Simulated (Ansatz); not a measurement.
**C$_{5}$H$_{12}$O$_{3}$Si (Si(vinyl)(OMe)3): density, localisation and related maps**

```xyz
21

Si   -0.0393   -0.2018    0.1065
C     0.0789   -0.0531    1.9564
C     1.2165   -0.2776    2.6458
H    -0.8295    0.2392    2.5169
H     2.1451   -0.5710    2.1274
H     1.2677   -0.1845    3.7450
O     1.4882   -0.6088   -0.4179
C     1.7879   -1.0003   -1.7470
H     1.1152   -1.8137   -2.0972
H     2.8340   -1.3683   -1.7802
H     1.6972   -0.1482   -2.4582
O    -0.6242    1.2157   -0.5746
C    -0.0963    2.5020   -0.3157
H    -0.0127    2.7153    0.7752
H    -0.7701    3.2615   -0.7640
H     0.9157    2.6334   -0.7623
O    -1.0794   -1.3821   -0.4428
C    -2.4807   -1.2554   -0.5933
H    -3.0119   -1.4144    0.3733
H    -2.8347   -2.0311   -1.3041
H    -2.7678   -0.2566   -0.9890
```

Geometry: PBE-D4/def2-SVP.

All numbers below come from Ansatz 0.2.0, RKS PBE0-D4/def2-TZVP.

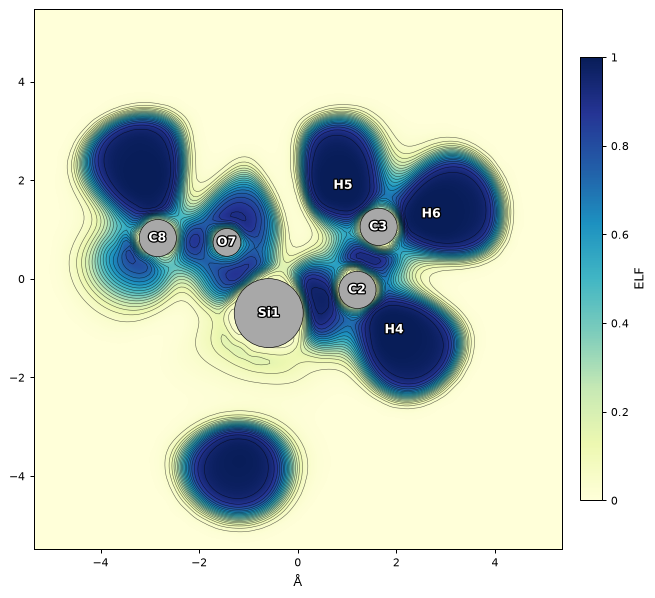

Figure 1. Electron localisation function on the plane of atoms C2, Si1 and O7. Grey discs cover the atomic cores.

Q: Interpret the plot.

A:
- The plane passes through Si, C, H and O nuclei.
- C–C (1.35 Å): the ELF peaks at about 0.90 between the atoms; localised, covalent bonding.
- C–O (1.42 Å): the ELF peaks at about 0.90 between the atoms (a polar covalent bond).
- Si–O (1.67 Å): the ELF peaks at about 0.85 between the atoms; a polar covalent bond.
- C–Si (1.86 Å): the ELF peaks at about 0.95 between the atoms (a covalent bond).
- C–H (1.10 Å): the ELF climbs to about 1 towards the hydrogen, as it does in any bond to H: a covalent bond by its length.
- The ELF also peaks beside O7, away from the bonds: lone-pair regions.

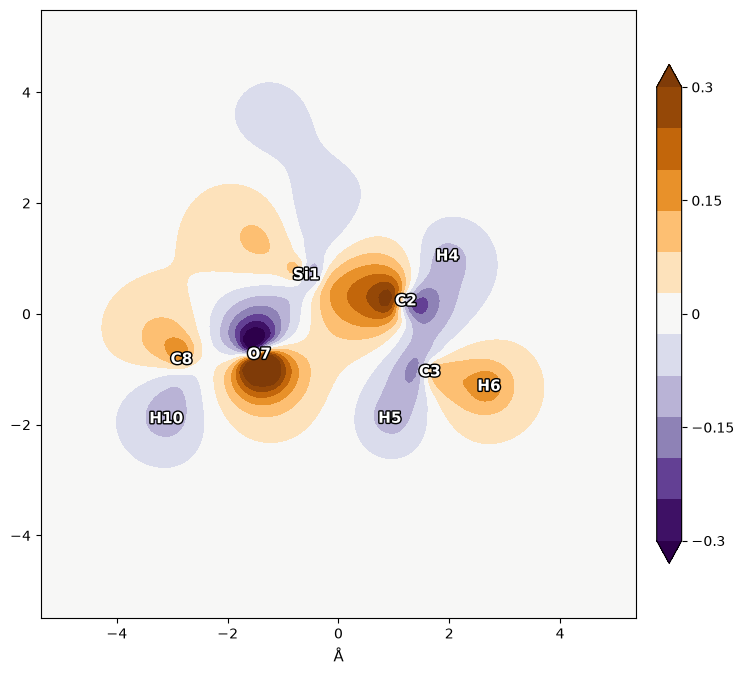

Figure 2. The HOMO−1 on the plane of atoms C3, C2 and H4 (values in Å⁻³ᐟ²; the overall sign is arbitrary).

Q: What is the character of this orbital?

A: By Hirshfeld shares it lies mainly on O7 (about 20 %), O12 (about 20 %), O17 (about 15 %) and Si1 (about 5 %). Its energy is −8.03 eV.
